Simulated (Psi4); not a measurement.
## Energy and gradient calculation, with input and output: MoH2O4 (part 1 of 2)

The run: energy and gradient calculation of MoH2O4, multiplicity 3, SMILES [O]=[Mo](=[O])([OH])[OH]. Method and program: r2SCAN/def2-SVP, UKS, core potentials def2 (Psi4 1.11).

The geometry is that of the parent species in another charge or spin state. The geometry comes from this level: PBE0-D4/def2-TZVP.

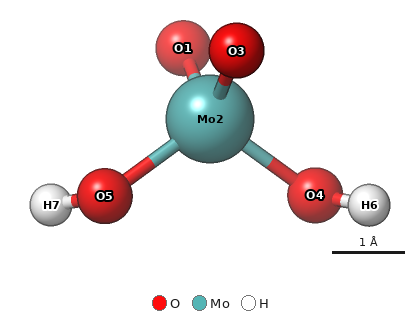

**Figure 1.** The input geometry (ball-and-stick view, seen on its broad side; atoms are numbered from 1 in the order of the input). Sticks mark near contacts. Bond lengths as drawn: H–O 0.96 Å and Mo–O 1.68 to 1.87 Å.

### The input (run.py)
```python
import psi4

psi4.set_memory(2200000000)
psi4.set_num_threads(1)
psi4.set_output_file('h2moo4.out', False)

geom = psi4.geometry("""
0 3
O      0.09938070    -3.58989382    -0.44801627
Mo     0.17965626    -0.54299390     0.40899343
O      1.19691473    -0.32862337     3.39961730
O     -3.07713554     0.79939195     0.14101136
O      2.40199308     1.24155006    -1.67834136
H     -3.83623852     1.83394141     1.42547711
H      3.03542928     0.58666548    -3.24876046
units au
symmetry c1
""")

psi4.set_options({
    'reference': 'uks',
    'puream': True,
    'e_convergence': 1e-09,
    'd_convergence': 1e-08,
    'scf_type': 'pk',
    'dft_radial_points': 99,
    'dft_spherical_points': 590,
    'maxiter': 100,
})

e, wfn = psi4.gradient('r2scan/def2-SVP', return_wfn=True)
psi4.oeprop(wfn, 'QUADRUPOLE', 'DIPOLE', 'WIBERG_LOWDIN_INDICES', title='R2SCAN')
print('gradient / Eh bohr^-1')
print(e.np.round(6))
print(f'energy = {wfn.energy():.10f} Eh')
```

Launched with:
```bash
python run.py
```

### Output
```
Psi4 1.11 release

gradient() will perform analytic gradient computation.

   => Loading Basis Set <=

    Name: DEF2-SVP
    Role: ORBITAL
    Keyword: BASIS

    !!!  WARNING: ECP capability is in beta. Please check occupations closely.  !!!

         ---------------------------------------------------------
                                   SCF
                              UKS Reference
                        1 Threads,   2098 MiB Core
         ---------------------------------------------------------

  ==> Geometry <==

    Molecular point group: c1
    Full point group: C1

    Geometry (in Bohr), charge = 0, multiplicity = 3:

       Center              X                  Y                   Z               Mass
    ------------   -----------------  -----------------  -----------------  -----------------
         O           -0.063629767974    -3.097192217814    -0.819132782294    15.994914619570
         MO           0.016645792026    -0.050292297814     0.037876917706    97.905404820000
         O            1.033904262026     0.164078232186     3.028500787706    15.994914619570
         O           -3.240146007974     1.292093552186    -0.230105152294    15.994914619570
         O            2.238982612026     1.734251662186    -2.049457872294    15.994914619570
         H           -3.999248987974     2.326643012186     1.054360597706     1.007825032230
         H            2.872418812026     1.079367082186    -3.619876972294     1.007825032230

  Running in c1 symmetry.

  Rotational constants: A =      0.12948  B =      0.11648  C =      0.10972 [cm^-1]
  Rotational constants: A =   3881.73606  B =   3492.11578  C =   3289.17493 [MHz]
  Nuclear repulsion =  226.529775216206133

  Charge       = 0
  Multiplicity = 3
  Electrons    = 48
  Nalpha       = 25
  Nbeta        = 23

  ==> Algorithm <==

  SCF Algorithm Type is PK.
  DIIS enabled.
  MOM disabled.
  Fractional occupation disabled.
  Guess Type is SAD.
  Energy threshold   = 1.00e-09
  Density threshold  = 1.00e-08
  Integral threshold = 1.00e-12

  ==> Primary Basis <==

  Basis Set: DEF2-SVP
    Blend: DEF2-SVP
    Number of shells: 41
    Number of basis functions: 97
    Number of Cartesian functions: 106
    Spherical Harmonics?: true
    Max angular momentum: 3

  Core potential: DEF2-SVP
    Number of shells: 4
    Number of ECP primitives: 14
    Number of ECP core electrons: 28
    Max angular momentum: 3

  ==> DFT Potential <==

   => LibXC <=

    Version 7.1.2

   => Composite Functional: R2SCAN <=

    r2SCAN Meta-GGA XC Functional  (0.1021/acs.jpclett.0c02405)

    Deriv               =              1
    GGA                 =           TRUE
    Meta                =           TRUE

    Exchange Hybrid     =          FALSE
    MP2 Hybrid          =          FALSE

   => Exchange Functionals <=

    1.0000   XC_MGGA_X_R2SCAN

   => Correlation Functionals <=

    1.0000   XC_MGGA_C_R2SCAN

   => LibXC Density Thresholds  <==

    XC_MGGA_C_R2SCAN:  1.00E-15
    XC_MGGA_X_R2SCAN:  1.00E-11

   => Molecular Quadrature <=

    Radial Scheme          =       TREUTLER
    Pruning Scheme         =           NONE
    Nuclear Scheme         =       TREUTLER

    Blocking Scheme        =         OCTREE
    BS radius alpha        =              1
    Pruning alpha          =              1
    Radial Points          =             99
    Spherical Points       =            590
    Total Points           =         392434
    Total Blocks           =           2878
    Max Points             =            256
    Max Functions          =             95
    Weights Tolerance      =       1.00E-15

  ==> Integral Setup <==

  Using in-core PK algorithm.
   Calculation information:
      Number of atoms:                   7
      Number of AO shells:              41
      Number of primitives:             77
      Number of atomic orbitals:       106
      Number of basis functions:        97

      Integral cutoff                 1.00e-12
      Number of threads:                 1

  Performing in-core PK
  Using 22595762 doubles for integral storage.
  We computed 331411 shell quartets total.
  Whereas there are 371091 unique shell quartets.

  ==> DiskJK: Disk-Based J/K Matrices <==

    J tasked:                  Yes
    K tasked:                   No
    wK tasked:                  No
    Memory [MiB]:              675
    Schwarz Cutoff:          1E-12

  Cached 33.4% of DFT collocation blocks in 0.656 [GiB].

  Minimum eigenvalue in the overlap matrix is 1.3475173492E-02.
  Reciprocal condition number of the overlap matrix is 3.1176475062E-03.
    Using symmetric orthogonalization.

  ==> Pre-Iterations <==

  SCF Guess: Superposition of Atomic Densities via on-the-fly atomic UHF (no occupation information).

   -------------------------
    Irrep   Nso     Nmo
   -------------------------
     A         97      97
   -------------------------
    Total      97      97
   -------------------------

  ==> Iterations <==

                        Total Energy        Delta E     RMS |[F,P]|

   @UKS iter SAD:  -369.14582138902267   -3.69146e+02   0.00000e+00
   @UKS iter   1:  -369.20724141351724   -6.14200e-02   1.41305e-02 DIIS/ADIIS
   @UKS iter   2:  -362.66870539365954    6.53854e+00   3.94399e-02 DIIS/ADIIS
   @UKS iter   3:  -369.68170807402515   -7.01300e+00   8.43614e-03 DIIS/ADIIS
   @UKS iter   4:  -369.32674407965163    3.54964e-01   1.16086e-02 DIIS/ADIIS
   @UKS iter   5:  -369.87407684414688   -5.47333e-01   4.86260e-03 DIIS/ADIIS
   @UKS iter   6:  -369.93494100858862   -6.08642e-02   2.96351e-03 DIIS/ADIIS
   @UKS iter   7:  -369.97016995832098   -3.52289e-02   5.65831e-04 DIIS/ADIIS
   @UKS iter   8:  -369.97177573807460   -1.60578e-03   2.30207e-04 DIIS/ADIIS
   @UKS iter   9:  -369.97192174995695   -1.46012e-04   1.86282e-04 DIIS/ADIIS
   @UKS iter  10:  -369.97209368398057   -1.71934e-04   6.78799e-05 DIIS
   @UKS iter  11:  -369.97213639961467   -4.27156e-05   3.45344e-05 DIIS
   @UKS iter  12:  -369.97215915438011   -2.27548e-05   1.91031e-05 DIIS
   @UKS iter  13:  -369.97216930857024   -1.01542e-05   8.51175e-06 DIIS
   @UKS iter  14:  -369.97217282298527   -3.51442e-06   8.42328e-06 DIIS
   @UKS iter  15:  -369.97217438196134   -1.55898e-06   5.51882e-06 DIIS
   @UKS iter  16:  -369.97217483446474   -4.52503e-07   3.15165e-06 DIIS
   @UKS iter  17:  -369.97217515514308   -3.20678e-07   1.55828e-06 DIIS
   @UKS iter  18:  -369.97217518583318   -3.06901e-08   1.14525e-06 DIIS
   @UKS iter  19:  -369.97217520997879   -2.41456e-08   7.41582e-07 DIIS
   @UKS iter  20:  -369.97217521614914   -6.17035e-09   3.69581e-07 DIIS
   @UKS iter  21:  -369.97217521669160   -5.42457e-10   2.47878e-07 DIIS
   @UKS iter  22:  -369.97217521706546   -3.73859e-10   8.81128e-08 DIIS
   @UKS iter  23:  -369.97217521712366   -5.82077e-11   2.11787e-08 DIIS
   @UKS iter  24:  -369.97217521712844   -4.77485e-12   1.38543e-08 DIIS
   @UKS iter  25:  -369.97217521713100   -2.55795e-12   1.13040e-08 DIIS
   @UKS iter  26:  -369.97217521713213   -1.13687e-12   5.56131e-09 DIIS
  Energy and wave function converged.

  ==> Post-Iterations <==

   Electrons on quadrature grid:
      Nalpha   =   24.9999995177 ; deviation = -4.823e-07
      Nbeta    =   22.9999996649 ; deviation = -3.351e-07
      Ntotal   =   47.9999991826 ; deviation = -8.174e-07

   @Spin Contamination Metric:   2.276127750E-02
   @S^2 Expected:                2.000000000E+00
   @S^2 Observed:                2.022761277E+00
   @S   Expected:                1.000000000E+00
   @S   Observed:                1.000000000E+00

    Orbital Energies [Eh]
    ---------------------

    Alpha Occupied:

       1A    -19.023061     2A    -19.023058     3A    -18.979991
       4A    -18.979979     5A     -2.597682     6A     -1.631329
       7A     -1.620366     8A     -1.602986     9A     -0.943055
      10A     -0.935695    11A     -0.920640    12A     -0.911482
      13A     -0.489655    14A     -0.487577    15A     -0.444774
      16A     -0.411577    17A     -0.401939    18A     -0.382311
      19A     -0.368845    20A     -0.365114    21A     -0.330060
      22A     -0.316135    23A     -0.310210    24A     -0.296329
      25A     -0.114290

    Alpha Virtual:

      26A     -0.093924    27A     -0.044066    28A     -0.013103
      29A      0.001311    30A      0.001913    31A      0.039156
      32A      0.068707    33A      0.079685    34A      0.136986
      35A      0.151012    36A      0.194606    37A      0.312540
      38A      0.313201    39A      0.329806    40A      0.355302
      41A      0.360448    42A      0.383322    43A      0.400917
      44A      0.416189    45A      0.663054    46A      0.663127
      47A      0.930284    48A      0.934636    49A      0.935003
      50A      0.948562    51A      0.948666    52A      1.023209
      53A      1.031750    54A      1.067078    55A      1.089582
      56A      1.149683    57A      1.151918    58A      1.190242
      59A      1.242927    60A      1.243134    61A      1.324980
      62A      1.341367    63A      1.353665    64A      1.365183
      65A      1.404181    66A      1.444349    67A      1.449157
      68A      1.483049    69A      1.546839    70A      1.572280
      71A      1.594432    72A      1.677437    73A      1.720286
      74A      1.880033    75A      2.256341    76A      2.257737
      77A      2.544920    78A      2.546083    79A      2.549469
      80A      2.589697    81A      2.659374    82A      2.689421
      83A      2.731742    84A      2.737906    85A      2.742751
      86A      2.784143    87A      2.793397    88A      2.809822
      89A      2.854108    90A      2.954902    91A      2.970801
      92A      2.971633    93A      3.036205    94A      3.430267
      95A      3.751375    96A      3.766887    97A     39.642522

    Beta Occupied:

       1A    -19.001615     2A    -19.001612     3A    -18.979859
       4A    -18.979848     5A     -2.575708     6A     -1.609550
       7A     -1.606880     8A     -1.565420     9A     -0.941043
      10A     -0.934944    11A     -0.870189    12A     -0.858648
      13A     -0.485147    14A     -0.480572    15A     -0.395328
      16A     -0.389286    17A     -0.371370    18A     -0.357810
      19A     -0.347754    20A     -0.316047    21A     -0.305526
      22A     -0.302023    23A     -0.294303

    Beta Virtual:
```
